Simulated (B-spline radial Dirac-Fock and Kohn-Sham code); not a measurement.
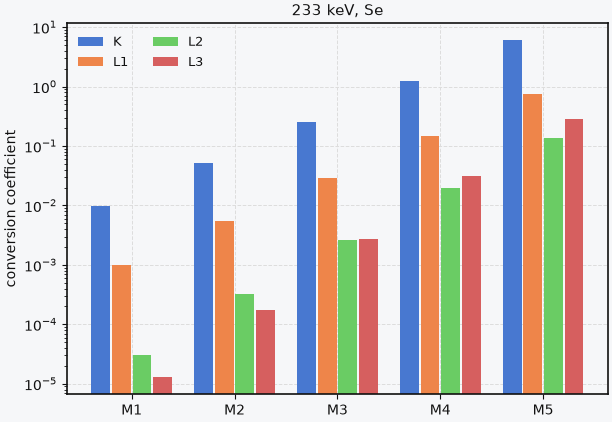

Internal conversion coefficients by shell for magnetic multipoles at a transition energy of 233 keV (K and L shells). The figure is for selenium (Z = 34). The calculation used a Dirac–Hartree–Slater potential of the neutral atom, no hole, surface-current nucleus (a B-spline radial code).

### How does the sum of the shells shown change with multipole order?

From 0.0108 for M1 to 7.18 for M5.

### What are the L1 : L2 : L3 ratios for M5?

2.71 : 0.489 : 1.

### Which of the shells shown converts most for M5?

K, with α = 6.00 out of 7.18 for those shown.
